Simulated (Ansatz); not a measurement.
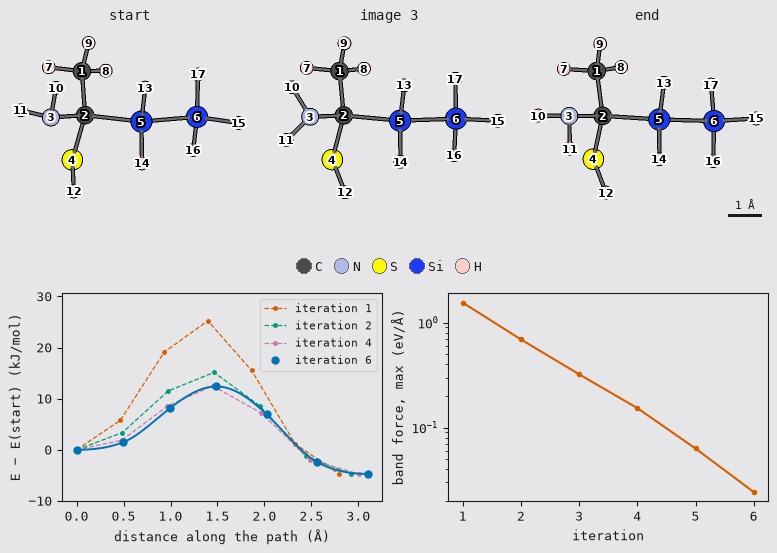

A nudged-elastic-band calculation for C₂H₁₁NSSi₂. Images are numbered from 0 (start) to 6 (end). The plot follows the band through its iterations. Style: ball-and-stick. Shown at a tilt.

Method: RKS r2SCAN/STO-3G (Ansatz 0.2.0). Settings: 5 movable images; climbing image; force threshold 0.05 eV/Å; iteration limit 60; starting path by image-dependent pair potential.

Q: Did the band converge, and can the barrier be trusted?

A: The result is final at these settings. The band converged in 6 iterations. The largest component of the band force went from 1.6 to 0.024 eV/Å. The climbing image converged on the top of the path. Its vibrational analysis gives one imaginary mode (296i cm⁻¹), as a transition state must have. The first iteration put the highest image at 25.3 kJ/mol. The highest point, image 3, lies 12.4 kJ/mol above the start and 17.1 kJ/mol above the end; the end is at −4.7 kJ/mol relative to the start.

Limits of the set-up: STO-3G is a minimal basis, so the numbers are rough.

Cost: 110 s on 1 thread of AMD EPYC 9R45 96-Core Processor (Zen 5) (shared host), peak memory 0.17 GiB.
